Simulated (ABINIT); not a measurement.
# How the form of the self-energy moves the gap of SiC (F-43m)

How much does the gap of SiC (F-43m) depend on the approximation to the self-energy?

Method: PBE and many-body steps on it, plane waves, in ABINIT 10.8.3.

**The experiments to reproduce.**

- Gap 2.4 eV: Tauc optical (indirect) gap of annealed polycrystalline 3C-SiC; UV-VIS spectroscopic ellipsometry, Tauc analysis; film (CVD ultrathin polycrystalline film, annealed, about 5 nm grains) (“On-Demand CMOS-Compatible Fabrication of Ultrathin Self-Aligned SiC Nanowire Arrays”, 2018, pmc:6267454).

- Gap 2.39 eV: band gap at cryogenic temperature; bulk crystal (literature value) (quoted in “Silicon carbide diodes for neutron detection”, 2020, arxiv:2009.14696).

## (1) Set-up

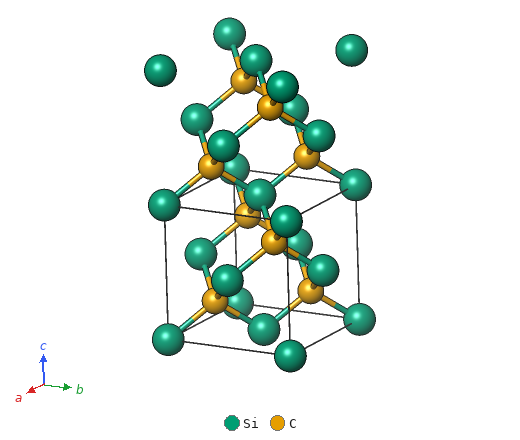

Start, viewed slightly off an axis; silicon teal, carbon orange. 1×1×2 cells are drawn. This picture shows the conventional cell, with its axes. Bonds to atoms that aren't drawn are left out. Some periodic images of atoms are drawn too.

Structure file:

```cif
data_structure
_symmetry_space_group_name_H-M 'P 1'
_symmetry_Int_Tables_number 1
_cell_length_a 3.0816
_cell_length_b 3.0816
_cell_length_c 3.0816
_cell_angle_alpha 60.000
_cell_angle_beta 60.000
_cell_angle_gamma 60.000
_cell_volume 20.69
loop_
_atom_site_label
_atom_site_type_symbol
_atom_site_fract_x
_atom_site_fract_y
_atom_site_fract_z
_atom_site_occupancy
Si1 Si 0.00000 0.00000 0.00000 1
C2 C 0.25000 0.25000 0.25000 1
```

The cell and positions come from the Crystallography Open Database and are kept as given unless a step says otherwise.

## (2) Empty states on the mesh, 8×8×8 mesh, 186 bands

This step: ABINIT 10.8.3; DFT, PBE, plane waves, norm-conserving pseudopotentials.

The sums over transitions need many empty states on a uniform mesh; this step solves for them.

run.abi

```
acell 3*1.0 Angstrom
rprim 
  -0.000000000000 2.179000000000 2.179000000000
  2.179000000000 -0.000000000000 2.179000000000
  2.179000000000 2.179000000000 -0.000000000000
ntypat 2
znucl 14 6
natom 2
typat 1 2
xred 
  0.000000000000 0.000000000000 0.000000000000
  0.250000000000 0.250000000000 0.250000000000
pp_dirpath "pseudos"
pseudos "Si.upf, C.upf"
ecut 37
ngkpt 8 8 8
nshiftk 1
shiftk 0 0 0
kptopt 1
chksymbreak 0
irdden 1
istwfk *1
nband 186
prtvol 0
optdriver 6
gwr_task "HDIAGO"
paral_kgb 0
occopt 1
indata_prefix "in"
outdata_prefix "out"
tmpdata_prefix "tmp"
```

On the command line:

```console
$ OMP_NUM_THREADS=1 mpirun -n 8 abinit run.abi > log
```

The program printed:

```text
.Version 10.8.3 of ABINIT. v10.8.2 released Aug 2026.

 Symmetries : space group F-4 3 m (#216); Bravais cF (face-center cubic)
[... echo of the input left out ...]
== DATASET  1 ==================================================================
-   mpi_nproc: 8, omp_nthreads: 1 (-1 if OMP is not activated)

--- !DatasetInfo
iteration_state: {dtset: 1, }
dimensions: {natom: 2, nkpt: 29, mband: 186, nsppol: 1, nspinor: 1, nspden: 1, mpw: 1524, }
cutoff_energies: {ecut:  37.0, pawecutdg:  -1.0, }
[...]
Indirect band gap semiconductor
 Fundamental gap:     1.361 (eV)
   VBM:     6.835 (eV) at k: [ 0.0000E+00,  0.0000E+00,  0.0000E+00]
   CBM:     8.196 (eV) at k: [ 5.0000E-01,  5.0000E-01,  0.0000E+00]
 Direct gap:         4.553 (eV) at k: [ 5.0000E-01,  5.0000E-01,  0.0000E+00]

== END DATASET(S) ==============================================================
================================================================================

 -outvars: echo values of variables after computation  --------
           etotal      0.0000000000E+00
            nband         186
             nkpt          29
          spgroup         216
 [... the other variables as echoed above ...]

 Calculation completed.
```

It took 15 s on 8 MPI ranks of Arm Neoverse V1, shared host; peak memory 1.5 GiB; 2 min of CPU time.

Numbers from this step:

| Quantity | Value |
| --- | --- |
| gap | 1.361 eV |
| k of the valence top | 0, 0, 0 |
| k of the conduction bottom | 0.5, 0.5, 0 |
| least direct gap | 4.553 eV |
| k points computed | 29 |
| lowest point of the top converged band, above the valence top | 219.3889 eV |

On this mesh the gap is 1.361 eV.

The density comes from a self-consistent run that is not shown.

## (3) Screening, 8×8×8 mesh, 178 bands, screening to 304.8 eV

The RPA dielectric matrix is built and inverted for each q.

This step: RPA screening on PBE, plane waves, norm-conserving pseudopotentials.

run.abi: that of step 2 with these lines changed.

```diff
@@ -20,10 +20,11 @@
 chksymbreak 0
-irdden 1
 istwfk *1
-nband 186
-prtvol 0
-optdriver 6
-gwr_task "HDIAGO"
-paral_kgb 0
 occopt 1
+irdwfk 1
+optdriver 3
+nband 178
+ecuteps 11.2
+inclvkb 2
+awtr 1
+symchi 1
 indata_prefix "in"
```

The program printed:

```text
.Version 10.8.3 of ABINIT. v10.8.2 released Aug 2026.

 Symmetries : space group F-4 3 m (#216); Bravais cF (face-center cubic)
[... echo of the input left out ...]
== DATASET  1 ==================================================================
-   mpi_nproc: 8, omp_nthreads: 1 (-1 if OMP is not activated)

--- !DatasetInfo
iteration_state: {dtset: 1, }
dimensions: {natom: 2, nkpt: 29, mband: 178, nsppol: 1, nspinor: 1, nspden: 1, mpw: 1524, }
cutoff_energies: {ecut:  37.0, pawecutdg:  -1.0, }
electrons: {nelect:   8.00000000E+00, charge:   0.00000000E+00, occopt:   1.00000000E+00, tsmear:   1.00000000E-02, }

 SCREENING: Calculation of the susceptibility and dielectric matrices

 Based on a program developped by R.W. Godby, V. Olevano, G. Onida, and L. Reining.
 Incorporated in ABINIT by V. Olevano, G.-M. Rignanese, and M. Torrent.
.Using double precision arithmetic ; gwpc =  8

[... cell and pseudopotentials left out ...]
--------------------------------------------------------------------------------

 ==== K-mesh for the wavefunctions ====
 Number of points in the irreducible wedge :    29
[... list of points left out ...]
 Together with 24 symmetry operations and time-reversal symmetry
 yields   512 points in the full Brillouin Zone.

 ==== Q-mesh for the screening function ====
 Number of points in the irreducible wedge :    29
[... list of points left out ...]
 Together with 24 symmetry operations and time-reversal symmetry
 yields   512 points in the full Brillouin Zone.

 setmesh: FFT mesh size selected  =    25x   25x   25
          total number of points  =        15625

 vcoul_init : cutoff-mode = AUXILIARY_FUNCTION
 q-points for optical limit:   1
     1)      0.000010    0.000020    0.000030

- screening: taking advantage of time-reversal symmetry
- Maximum band index for partially occupied states nbvw = 4
- Remaining bands to be divided among processors   nbcw = 174
- Number of bands treated by each node ~21

 Number of electrons calculated from density =    8.0000; Expected =    8.0000
 average of density, n =  0.057292
 r_s =    1.6092
 omega_plasma =   23.0888 [eV]

 calculating chi0 at frequencies [eV] :
  1    0.000000E+00    0.000000E+00
  2    0.000000E+00    2.308880E+01

--------------------------------------------------------------------------------
  q-point number  1        q = ( 0.000000, 0.000000, 0.000000) [r.l.u.]
--------------------------------------------------------------------------------
[... chi0 elements left out ...]
 For q-point:  0.000010 0.000020 0.000030
  dielectric constant =   6.6708
  dielectric constant without local fields =   7.3105

  Average fulfillment of the sum rule on Im[epsilon] for q-point    1 :     95.73  [%]
[... wings left out ...]
  q-point number  2        q = ( 0.125000, 0.000000, 0.000000) [r.l.u.]
--------------------------------------------------------------------------------
[... chi0 elements left out ...]
  Average fulfillment of the sum rule on Im[epsilon] for q-point    2 :     97.69  [%]

 [... 27 further q-points ...]
```

Elapsed: 3.4 min, on 8 MPI ranks; peak memory 2.8 GiB.

This step gave:

```
ε∞ with local fields, on this mesh, along the program's q direction : 6.671
the same without local fields                                       : 7.311
plasma frequency                                                    : 23.09 eV
plane waves in the screening matrix                                 : 259
```

Local fields lower ε∞ by 9 %.

## (4) G0W0, Godby-Needs plasmon pole

The self-energy is evaluated for the states that the input lists, and the levels follow from it, in one-shot runs by the linearised quasiparticle equation.

This step: G0W0 on PBE, plane waves, norm-conserving pseudopotentials.

run.abi: that of step 3 with these lines changed.

```diff
@@ -23,8 +23,17 @@
 irdwfk 1
-optdriver 3
+optdriver 4
 nband 178
+gwcalctyp 0
+ecutsigx 37
+symsigma 1
+nkptgw 2
+kptgw 
+  0.0000000000 0.0000000000 0.0000000000
+  0.5000000000 0.5000000000 0.0000000000
+bdgw 
+  2 8
+  3 6
 ecuteps 11.2
-inclvkb 2
-awtr 1
-symchi 1
+irdscr 1
+ppmodel 1
 indata_prefix "in"
```

The program printed:

```text
.Version 10.8.3 of ABINIT. v10.8.2 released Aug 2026.

 Symmetries : space group F-4 3 m (#216); Bravais cF (face-center cubic)
[... echo of the input left out ...]
== DATASET  1 ==================================================================
-   mpi_nproc: 8, omp_nthreads: 1 (-1 if OMP is not activated)

--- !DatasetInfo
iteration_state: {dtset: 1, }
dimensions: {natom: 2, nkpt: 29, mband: 178, nsppol: 1, nspinor: 1, nspden: 1, mpw: 1524, }
cutoff_energies: {ecut:  37.0, pawecutdg:  -1.0, }
electrons: {nelect:   8.00000000E+00, charge:   0.00000000E+00, occopt:   1.00000000E+00, tsmear:   1.00000000E-02, }

 SIGMA: Calculation of the GW corrections

 Based on a program developped by R.W. Godby, V. Olevano, G. Onida, and L. Reining.
 Incorporated in ABINIT by V. Olevano, G.-M. Rignanese, and M. Torrent.
.Using double precision arithmetic ; gwpc =  8

[... cell and pseudopotentials left out ...]
--------------------------------------------------------------------------------

 ==== K-mesh for the wavefunctions ====
 Number of points in the irreducible wedge :    29
[... list of points left out ...]
 Together with 24 symmetry operations and time-reversal symmetry
 yields   512 points in the full Brillouin Zone.

 ==== Q-mesh for screening function ====
 Number of points in the irreducible wedge :    29
[... list of points left out ...]
 Together with 24 symmetry operations and time-reversal symmetry
 yields   512 points in the full Brillouin Zone.

 vcoul_init : cutoff-mode = AUXILIARY_FUNCTION
 q-points for optical limit:   1
     1)      0.000010    0.000020    0.000030
 setmesh: FFT mesh size selected  =    32x   32x   32
          total number of points  =        32768

 Number of electrons calculated from density =    8.0000; Expected =    8.0000
 average of density, n =  0.057292
 r_s =    1.6092
 omega_plasma =   23.0888 [eV]

 === KS Band Gaps ===
  >>>> For spin  1
   Minimum direct gap =   4.5530 [eV], located at k-point      :   0.5000  0.5000  0.0000
   Fundamental gap    =   1.3613 [eV], Top of valence bands at :   0.0000  0.0000  0.0000
                                       Bottom of conduction at :   0.5000  0.5000  0.0000
 SIGMA fundamental parameters:
 PLASMON POLE MODEL  1
 number of plane-waves for SigmaX                 1459
 number of plane-waves for SigmaC and W            259
 number of plane-waves for wavefunctions          1459
 number of bands                                   178
 number of independent spin polarizations            1
 number of spinorial components                      1
 number of k-points in IBZ                          29
 number of q-points in IBZ                          29
 number of symmetry operations                      24
 number of k-points in BZ                          512
 number of q-points in BZ                          512
 number of frequencies for dSigma/dE                 9
 frequency step for dSigma/dE [eV]                0.25
 number of omega for Sigma on real axis              0
 max omega for Sigma on real axis  [eV]           0.00
 zcut for avoiding poles [eV]                     0.10

 EPSILON^-1 parameters (SCR file):
 dimension of the eps^-1 matrix on file            259
 dimension of the eps^-1 matrix used               259
 number of plane-waves for wavefunctions          1459
 number of bands                                   178
 number of q-points in IBZ                          29
 number of frequencies                               2
 number of real frequencies                          1
 number of imag frequencies                          1

 matrix elements of self-energy operator (all in [eV])

 Perturbative Calculation

--- !SelfEnergy_ee
iteration_state: {dtset: 1, }
kpoint     : [   0.000,    0.000,    0.000, ]
spin       : 1
KS_gap     :    6.223
QP_gap     :    7.141
Delta_QP_KS:    0.917
data: !SigmaeeData |
     Band     E0 <VxcDFT>   SigX SigC(E0)      Z dSigC/dE  Sig(E)    E-E0       E
        2   6.835 -14.927 -17.547   1.756   0.792  -0.263 -15.611  -0.684   6.151
        3   6.835 -14.927 -17.547   1.756   0.792  -0.263 -15.611  -0.684   6.151
        4   6.835 -14.927 -17.547   1.756   0.792  -0.263 -15.611  -0.684   6.151
        5  13.058 -13.214  -7.586  -5.333   0.789  -0.267 -12.981   0.233  13.292
        6  14.146 -11.329  -5.851  -5.160   0.806  -0.241 -11.073   0.256  14.402
        7  14.146 -11.329  -5.851  -5.160   0.806  -0.241 -11.073   0.256  14.402
        8  14.146 -11.329  -5.851  -5.160   0.806  -0.241 -11.073   0.256  14.402

--- !SelfEnergy_ee
iteration_state: {dtset: 1, }
kpoint     : [   0.500,    0.500,    0.000, ]
spin       : 1
KS_gap     :    4.553
QP_gap     :    5.616
Delta_QP_KS:    1.063
data: !SigmaeeData |
     Band     E0 <VxcDFT>   SigX SigC(E0)      Z dSigC/dE  Sig(E)    E-E0       E
        3   3.643 -13.566 -17.410   2.608   0.782  -0.279 -14.532  -0.966   2.678
        4   3.643 -13.566 -17.410   2.608   0.782  -0.279 -14.532  -0.966   2.678
        5   8.196 -10.510  -6.435  -3.956   0.820  -0.219 -10.412   0.097   8.294
        6  11.168 -10.772  -5.999  -4.450   0.822  -0.216 -10.507   0.266  11.434

== END DATASET(S) ==============================================================
================================================================================

 -outvars: echo values of variables after computation  --------
           etotal      0.0000000000E+00
            nband         178
             nkpt          29
          spgroup         216
 [... the other variables as echoed above ...]

 Calculation completed.
```

Elapsed: 35 s, on 8 MPI ranks; peak memory 3 GiB; 4.6 min of CPU time.

Numbers from this step:

```
G0W0 gap on the points computed              : 2.143 eV
starting gap on the mesh                     : 1.361 eV
k of the valence top                         : 0, 0, 0
k of the conduction bottom                   : 0.5, 0.5, 0
Z at the valence top                         : 0.792
Z at the conduction bottom                   : 0.82
least direct G0W0 gap on the computed points : 5.616 eV
```

The gap on the mesh goes from 1.36 eV to 2.14 eV, a correction of +0.78 eV.

## (5) G0W0, Hybertsen-Louie plasmon pole

run.abi: that of step 4 with these lines changed.

```diff
@@ -37,3 +37,3 @@
 irdscr 1
-ppmodel 1
+ppmodel 2
 indata_prefix "in"
```

The program printed:

```text
.Version 10.8.3 of ABINIT. v10.8.2 released Aug 2026.

 Symmetries : space group F-4 3 m (#216); Bravais cF (face-center cubic)
[... echo of the input left out ...]
== DATASET  1 ==================================================================
-   mpi_nproc: 8, omp_nthreads: 1 (-1 if OMP is not activated)

--- !DatasetInfo
iteration_state: {dtset: 1, }
dimensions: {natom: 2, nkpt: 29, mband: 178, nsppol: 1, nspinor: 1, nspden: 1, mpw: 1524, }
cutoff_energies: {ecut:  37.0, pawecutdg:  -1.0, }
electrons: {nelect:   8.00000000E+00, charge:   0.00000000E+00, occopt:   1.00000000E+00, tsmear:   1.00000000E-02, }

 SIGMA: Calculation of the GW corrections

 Based on a program developped by R.W. Godby, V. Olevano, G. Onida, and L. Reining.
 Incorporated in ABINIT by V. Olevano, G.-M. Rignanese, and M. Torrent.
.Using double precision arithmetic ; gwpc =  8

[... cell and pseudopotentials left out ...]
--------------------------------------------------------------------------------

 ==== K-mesh for the wavefunctions ====
 Number of points in the irreducible wedge :    29
[... list of points left out ...]
 Together with 24 symmetry operations and time-reversal symmetry
 yields   512 points in the full Brillouin Zone.

 ==== Q-mesh for screening function ====
 Number of points in the irreducible wedge :    29
[... list of points left out ...]
 Together with 24 symmetry operations and time-reversal symmetry
 yields   512 points in the full Brillouin Zone.

 vcoul_init : cutoff-mode = AUXILIARY_FUNCTION
 q-points for optical limit:   1
     1)      0.000010    0.000020    0.000030
 setmesh: FFT mesh size selected  =    32x   32x   32
          total number of points  =        32768

 Number of electrons calculated from density =    8.0000; Expected =    8.0000
[...]
number of omega for Sigma on real axis              0
 max omega for Sigma on real axis  [eV]           0.00
 zcut for avoiding poles [eV]                     0.10

 EPSILON^-1 parameters (SCR file):
 dimension of the eps^-1 matrix on file            259
 dimension of the eps^-1 matrix used               259
 number of plane-waves for wavefunctions          1459
 number of bands                                   178
 number of q-points in IBZ                          29
 number of frequencies                               2
 number of real frequencies                          1
 number of imag frequencies                          1

 matrix elements of self-energy operator (all in [eV])

 Perturbative Calculation

--- !SelfEnergy_ee
iteration_state: {dtset: 1, }
kpoint     : [   0.000,    0.000,    0.000, ]
spin       : 1
KS_gap     :    6.223
QP_gap     :    7.205
Delta_QP_KS:    0.981
data: !SigmaeeData |
     Band     E0 <VxcDFT>   SigX SigC(E0)      Z dSigC/dE  Sig(E)    E-E0       E
        2   6.835 -14.927 -17.547   1.282   0.815  -0.227 -16.017  -1.091   5.745
        3   6.835 -14.927 -17.547   1.282   0.815  -0.227 -16.017  -1.091   5.745
        4   6.835 -14.927 -17.547   1.282   0.815  -0.227 -16.017  -1.091   5.745
[...]
--- !SelfEnergy_ee
iteration_state: {dtset: 1, }
kpoint     : [   0.500,    0.500,    0.000, ]
spin       : 1
KS_gap     :    4.553
QP_gap     :    5.752
Delta_QP_KS:    1.199
data: !SigmaeeData |
     Band     E0 <VxcDFT>   SigX SigC(E0)      Z dSigC/dE  Sig(E)    E-E0       E
[...]
5   8.196 -10.510  -6.435  -4.280   0.838  -0.193 -10.682  -0.173   8.024
        6  11.168 -10.772  -5.999  -4.759   0.839  -0.191 -10.760   0.012  11.181

== END DATASET(S) ==============================================================
================================================================================

 -outvars: echo values of variables after computation  --------
           etotal      0.0000000000E+00
            nband         178
             nkpt          29
          spgroup         216
 [... the other variables as echoed above ...]

 Calculation completed.
```

Elapsed: 34 s, on 8 MPI ranks; peak memory 2.8 GiB.

This step gave:

- G0W0 gap on the points computed: 2.279 eV
- starting gap on the mesh: 1.361 eV
- k of the valence top: 0, 0, 0
- k of the conduction bottom: 0.5, 0.5, 0
- Z at the valence top: 0.815
- Z at the conduction bottom: 0.838
- least direct G0W0 gap on the computed points: 5.752 eV

Against G0W0 in ABINIT (8×8×8 mesh, 178 bands, screening to 304.8 eV, Godby-Needs plasmon pole), the gap moves by +0.136 eV.

## (6) G0W0, von der Linden-Horsch plasmon pole

run.abi: that of step 5 with these lines changed.

```diff
@@ -37,3 +37,3 @@
 irdscr 1
-ppmodel 2
+ppmodel 3
 indata_prefix "in"
```

The program printed:

```text
.Version 10.8.3 of ABINIT. v10.8.2 released Aug 2026.

 Symmetries : space group F-4 3 m (#216); Bravais cF (face-center cubic)
[... echo of the input left out ...]
== DATASET  1 ==================================================================
-   mpi_nproc: 8, omp_nthreads: 1 (-1 if OMP is not activated)

--- !DatasetInfo
iteration_state: {dtset: 1, }
dimensions: {natom: 2, nkpt: 29, mband: 178, nsppol: 1, nspinor: 1, nspden: 1, mpw: 1524, }
cutoff_energies: {ecut:  37.0, pawecutdg:  -1.0, }
[...]
Band     E0 <VxcDFT>   SigX SigC(E0)      Z dSigC/dE  Sig(E)    E-E0       E
[...]
5   8.196 -10.510  -6.435  -4.425   0.846  -0.182 -10.806  -0.297   7.900
        6  11.168 -10.772  -5.999  -4.915   0.848  -0.179 -10.892  -0.120  11.049

== END DATASET(S) ==============================================================
================================================================================

 -outvars: echo values of variables after computation  --------
           etotal      0.0000000000E+00
            nband         178
             nkpt          29
          spgroup         216
 [... the other variables as echoed above ...]

 Calculation completed.
```

Elapsed: 14 s, on 8 MPI ranks; peak memory 2.6 GiB; 1.8 min of CPU time.

This step gave:

- G0W0 gap on the points computed: 2.134 eV
- starting gap on the mesh: 1.361 eV
- k of the valence top: 0, 0, 0
- k of the conduction bottom: 0.5, 0.5, 0
- least direct G0W0 gap on the computed points: 5.682 eV

Against G0W0 in ABINIT (8×8×8 mesh, 178 bands, screening to 304.8 eV, Godby-Needs plasmon pole), the gap moves by −0.009 eV.

(Continued in part 2 of 2.)

[Paths, hosts, dates, memory and timing lines, banners, echoed tables and standing remarks are left out of the program output.]

[Logs are printed without paths, hosts, clocks, repeated set-up lines and the standing remarks that a program may print on its own settings, such as how far it seeks lower states.]

[Runs of the session that timed out or met a known fault of the program may be left out.]

[Hosts, paths, dates, database ids (printed as entryN), source tags and the programs' standing remarks are cut or masked in the printed files.]

[G0W0 gaps are taken among the corrected bands and points alone; a level outside them can change the order at an edge.]

[Where Ansatz stands beside ABINIT at settings called matched, ABINIT's density can come from a denser mesh and the files from another edition; pairs whose starting gaps differed by over 0.03 eV were left out, so agreement reads better than it is.]
